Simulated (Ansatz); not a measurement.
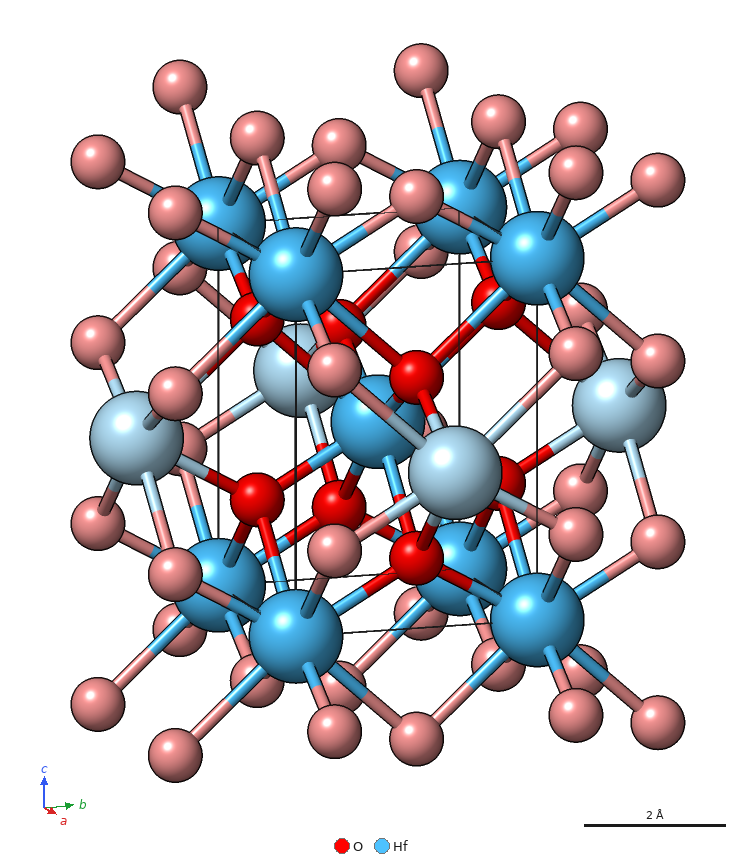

The image is a ball-and-stick drawing of a crystal, viewed slightly off an axis. Atoms at the boundary of the simulation cell (the box) are drawn once for each face, edge or corner they touch. Bonded atoms from the next cells complete the picture, in fainter colours.

Computational set-up: DFT, PAW plane waves, PBE (Ansatz 0.2.0), a cutoff energy of 420 eV, k-points on a 7×7×5 grid, Fermi-Dirac smearing of 0.1 eV, no spin polarisation.

Q: What are the atomic charges by Bader's partition?

A: Hf +2.66 e; O -1.33 e. The transfer is large, as in an ionic solid.

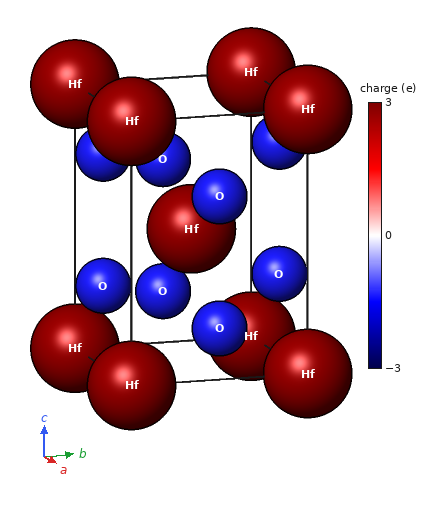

The atoms coloured by those charges.

The initial geometry was a generated cell, made by putting these elements into a known structure type (the compound may or may not exist in this form). The final geometry of a relaxation with Ansatz 0.2.0, DFT, PAW plane waves, PBE is shown.
